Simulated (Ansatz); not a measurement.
**InH3 (SMILES [InH3]) at BCCD(T)/STO-3G**

Aim: the vertical ionisation energy of InH3 at BCCD(T)/STO-3G, from 2 runs. 

The calculation is run with Ansatz 0.2.0.

29 further runs of the same task are left out: 1 that didn't finish, 28 set aside as unsound or not needed.

**1. The structure to begin with**

InH3: 4 atoms, total charge 0, spin state singlet. SMILES: `[InH3]`. The coordinates come from a PBE0-D4/def2-TZVP relaxation.

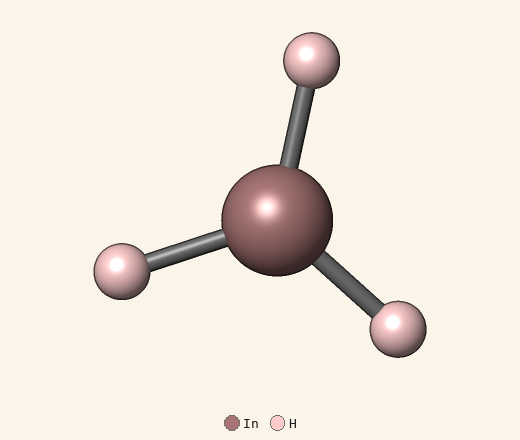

The structure, seen from a chosen angle (indium brown, hydrogen pink).

**2. The energy at BCCD(T)/STO-3G**

input.yaml

```yaml
crystal:
  periodic: [false, false, false]
  atoms:
    - {symbol: In, position_ang: [0.013900, -0.015100, -0.005100]}
    - {symbol: H, position_ang: [0.415500, 1.516000, 0.678200]}
    - {symbol: H, position_ang: [-1.095600, -0.107300, -1.321400]}
    - {symbol: H, position_ang: [0.721800, -1.454000, 0.628000]}
basis:
  gaussian: {orbitals: STO-3G}
correlation: {method: bccd_t, frozen_orbitals: {H: 0, In: 18}}
accuracy: high
scf: {omitted_lower_state_checks: [cluster_reference, increment]}
```

On the command line:

```console
ansatz run input.yaml --threads 1 --pin off --max-ram 2610MiB --events-out events.jsonl --progress --plain --runs-dir runs
```

Output:

```text
Warning: RAYON_NUM_THREADS=1 ignored (pool sized by the plan → 1); use --threads N
Functional definition: HF
  name "HF"
  exchange = exact_x
  correlation = 0
these checks for a lower state are left out or cut short: cluster_reference, increment
526 factors; integrals over basis functions are off by at most 3.8e-9 eV
mean field evaluation 1: about -154684.9641 eV, gradient 7.8e0 eV
mean field evaluation 2: about -154684.9507 eV, gradient 7.8e0 eV
mean field evaluation 4: about -154685.3574 eV, gradient 1.4e-1 eV
mean field evaluation 8: about -154685.3571 eV, gradient 9.2e-5 eV
mean field -154685.35710423 eV, -5684.5820240795 hartree, gradient 1.2e-8 eV, S^2 0.000000; 0 other end points of the search recorded, 0 dependent functions left out
18 core orbitals not correlated: weight in the atoms' cores, before any rotation towards them, 1.000 or more for the frozen orbitals, at most 0.000 for the correlated occupied ones
reference -154685.35710423 eV, -5684.5820240795 hartree; 8, 8 occupied and 4, 4 virtual orbitals, 526 factors
second order -0.92557441 eV of doubles, -0.00000000 eV of singles
cycle   1  -1.22660531 eV  change   -3.0e-1 eV  update   5.0e-2
cycle   2  -1.40240936 eV  change   -1.8e-1 eV  update   1.9e-2
cycle   3  -1.40140905 eV  change    1.0e-3 eV  update   1.6e-3
cycle   4  -1.40143752 eV  change   -2.8e-5 eV  update   5.7e-4
cycle   5  -1.40154169 eV  change   -1.0e-4 eV  update   1.3e-4
cycle   6  -1.40150133 eV  change    4.0e-5 eV  update   3.3e-5
cycle   7  -1.40150983 eV  change   -8.5e-6 eV  update   4.9e-6
cycle   8  -1.40150737 eV  change    2.5e-6 eV  update   1.3e-6
cycle   9  -1.40150727 eV  change    1.0e-7 eV  update   3.8e-7
cycle  10  -1.40150730 eV  change   -2.7e-8 eV  update   6.7e-8
cycle  11  -1.40150725 eV  change    5.1e-8 eV  update   1.8e-8
cycle  12  -1.40150728 eV  change   -3.8e-8 eV  update   1.3e-8
cycle  13  -1.40150681 eV  change    4.8e-7 eV  update   1.1e-7
cycle  14  -1.40150662 eV  change    1.9e-7 eV  update   3.9e-8
cycle  15  -1.40150659 eV  change    3.5e-8 eV  update   1.1e-8
cycle  16  -1.40150658 eV  change    4.4e-9 eV  update   3.4e-9
cycle  17  -1.40150658 eV  change    2.5e-9 eV  update  8.7e-10
cycle  18  -1.40150658 eV  change   7.0e-10 eV  update  2.4e-10
perturbative correction -0.01276092 eV, -0.0004689553 hartree
Total energy: -154686.77137173 eV, -5684.6339974517 hartree
Checks for a lower state left out: cluster_reference, increment
```

Wall time 0.53 s (1 thread of Arm Neoverse V1, shared host).

**3. The doublet cation**

job.yaml

```yaml
basis:
  gaussian:
    orbitals: STO-3G
crystal:
  periodic: [false, false, false]
  atoms:
    - {symbol: In, position_ang: [0.013900, -0.015100, -0.005100]}
    - {symbol: H, position_ang: [0.415500, 1.516000, 0.678200]}
    - {symbol: H, position_ang: [-1.095600, -0.107300, -1.321400]}
    - {symbol: H, position_ang: [0.721800, -1.454000, 0.628000]}
total_charge: 1
magnetization:
  spin_polarized: true
  initial_magnetization: 1
correlation:
  method: bccd_t
  frozen_orbitals: {H: 0, In: 18}
accuracy: high
scf:
  omitted_lower_state_checks: [cluster_reference, increment]
```

On the command line:

```console
ansatz run job.yaml --threads 1 --pin off --max-ram 2610MiB --events-out events.jsonl --progress --plain --runs-dir runs
```

Output:

```text
Warning: RAYON_NUM_THREADS=1 ignored (pool sized by the plan → 1); use --threads N
[... 4 set-up lines as earlier in the session ...]
these checks for a lower state are left out or cut short: cluster_reference, increment
523 factors; integrals over basis functions are off by at most 3.9e-9 eV
mean field evaluation 1: about -154676.6114 eV, gradient 7.1e0 eV
mean field evaluation 2: about -154676.6078 eV, gradient 7.1e0 eV
mean field evaluation 4: about -154677.3654 eV, gradient 9.4e-1 eV
mean field evaluation 8: about -154677.4037 eV, gradient 3.7e-2 eV
mean field evaluation 16: about -154677.4078 eV, gradient 2.3e-1 eV
mean field evaluation 32: about -154677.3965 eV, gradient 5.3e-1 eV
mean field evaluation 64: about -154677.4129 eV, gradient 3.2e-1 eV
mean field -154677.41480182 eV, -5684.2901498496 hartree, gradient 2.8e-8 eV, S^2 0.839801; 4 other end points of the search recorded, 0 dependent functions left out
18 core orbitals not correlated: weight in the atoms' cores, before any rotation towards them, 1.000 or more for the frozen orbitals, at most 0.000 for the correlated occupied ones
reference -154677.41480182 eV, -5684.2901498496 hartree; 8, 7 occupied and 4, 5 virtual orbitals, 523 factors
second order -0.80662186 eV of doubles, -0.00000000 eV of singles
cycle   1  -1.12971780 eV  change   -3.2e-1 eV  update   6.3e-2
cycle   2  -1.40990068 eV  change   -2.8e-1 eV  update   3.7e-2
cycle   3  -1.43599286 eV  change   -2.6e-2 eV  update   1.6e-2
cycle   4  -1.44555926 eV  change   -9.6e-3 eV  update   4.3e-3
cycle   5  -1.44459296 eV  change    9.7e-4 eV  update   1.6e-3
cycle   6  -1.44446103 eV  change    1.3e-4 eV  update   5.8e-4
cycle   7  -1.44496687 eV  change   -5.1e-4 eV  update   2.0e-4
cycle   8  -1.44462593 eV  change    3.4e-4 eV  update   7.5e-5
cycle   9  -1.44474554 eV  change   -1.2e-4 eV  update   2.5e-5
cycle  10  -1.44470857 eV  change    3.7e-5 eV  update   8.9e-6
cycle  11  -1.44471288 eV  change   -4.3e-6 eV  update   3.1e-6
cycle  12  -1.44471324 eV  change   -3.6e-7 eV  update   1.4e-6
cycle  13  -1.44471312 eV  change    1.2e-7 eV  update   9.8e-7
cycle  14  -1.44471296 eV  change    1.6e-7 eV  update   9.2e-7
cycle  15  -1.44471298 eV  change   -2.2e-8 eV  update   9.1e-7
cycle  16  -1.44471291 eV  change    7.0e-8 eV  update   9.1e-7
cycle  17  -1.44471286 eV  change    5.2e-8 eV  update   9.1e-7
cycle  18  -1.44471287 eV  change   -1.1e-8 eV  update   9.1e-7
cycle  19  -1.44471284 eV  change    3.2e-8 eV  update   9.1e-7
cycle  20  -1.44471279 eV  change    5.3e-8 eV  update   9.1e-7
cycle  21  -1.44471275 eV  change    3.9e-8 eV  update   9.0e-7
cycle  22  -1.44471285 eV  change   -1.0e-7 eV  update   8.9e-7
cycle  23  -1.44471435 eV  change   -1.5e-6 eV  update   8.2e-7
cycle  24  -1.44471437 eV  change   -2.1e-8 eV  update   6.4e-7
cycle  25  -1.44471715 eV  change   -2.8e-6 eV  update   5.4e-7
cycle  26  -1.44471685 eV  change    3.0e-7 eV  update   7.8e-7
cycle  27  -1.44471444 eV  change    2.4e-6 eV  update   7.2e-7
cycle  28  -1.44471283 eV  change    1.6e-6 eV  update   2.6e-7
cycle  29  -1.44471294 eV  change   -1.1e-7 eV  update   3.7e-8
cycle  30  -1.44471289 eV  change    4.4e-8 eV  update   1.6e-8
cycle  31  -1.44471287 eV  change    2.7e-8 eV  update   5.7e-9
cycle  32  -1.44471287 eV  change   -2.8e-9 eV  update   2.5e-9
cycle  33  -1.44471287 eV  change  -9.1e-10 eV  update   1.1e-9
perturbative correction -0.02427880 eV, -0.0008922293 hartree
Total energy: -154678.88379349 eV, -5684.3441342976 hartree
Checks for a lower state left out: cluster_reference, increment
```

It took 1.6 s on 1 thread of Arm Neoverse V1, shared host; peak memory 0.093 GiB.

**4. Summary of results**

Level: BCCD(T)/STO-3G, 18 core orbitals frozen.

| quantity | value |
| --- | --- |
| singlet InH3: total energy | -5684.63400 Eh |
| singlet InH3: correlation energy (18 core orbitals frozen) | -52.0 mEh |
| singlet InH3: (T) correction | -0.47 mEh |
| doublet cation: total energy | -5684.34413 Eh |
| doublet cation: correlation energy (18 core orbitals frozen) | -54.0 mEh |
| doublet cation: (T) correction | -0.89 mEh |
| doublet cation: ⟨S²⟩ of the reference determinant | 0.840 |
| vertical ionisation energy (to the doublet cation) | 7.888 eV |

In words: Removing an electron at fixed nuclei costs 7.89 eV (761 kJ/mol). In a minimal basis such a difference can be off by several eV, whatever the method. The triples (singlet InH3) make up 0.9 % of the correlation energy. Relativity is left out (singlet InH3) although the molecule holds a heavy atom. The triples (doublet cation) make up 1.7 % of the correlation energy. Relativity is left out (doublet cation) although the molecule holds a heavy atom.
